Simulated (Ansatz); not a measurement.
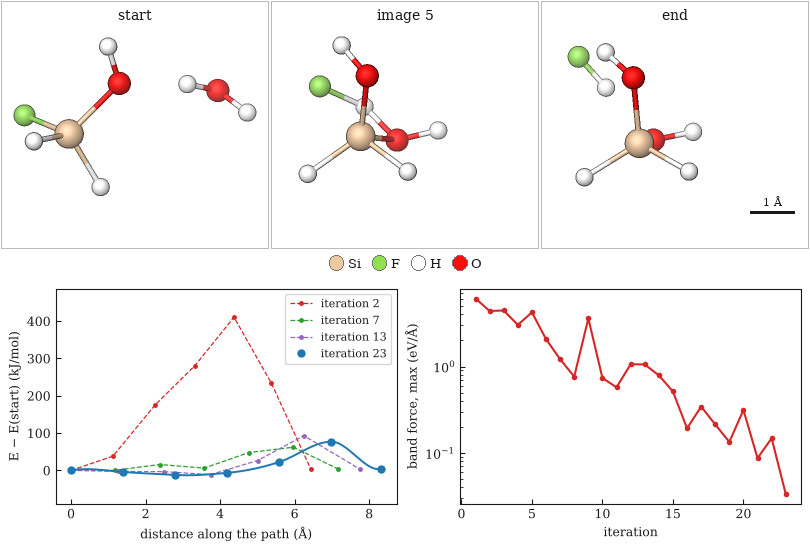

NEB run on SiH₅O₂F. Images are numbered from 0 (start) to 6 (end). The plot follows the band through its iterations. A ball-and-stick model, seen at a tilt.

All numbers below come from RKS PBE0-D4/def2-SVP (Ansatz 0.2.0). Set-up: 5 movable images; climbing image.

Q: Did the band converge, and can the barrier be trusted?

A: The run is converged, with reservations. The band converged in 23 iterations. The largest component of the band force went from 6.1 to 0.034 eV/Å. The climbing image converged on the top of the path. Its curvatures weren't checked. The largest force component is 0.78 eV/Å at the start and 0.59 eV/Å at the end; an end with forces this large is no minimum, and the barrier measured from it can be far off. The first iteration put the highest image at 651.0 kJ/mol. Relative to the start the highest point is image 5 at +77.0 kJ/mol and the end lies at +3.8 kJ/mol, but the profile dips to −12.3 kJ/mol at image 2 on the way, so an end point isn't at the bottom of its valley along this path.
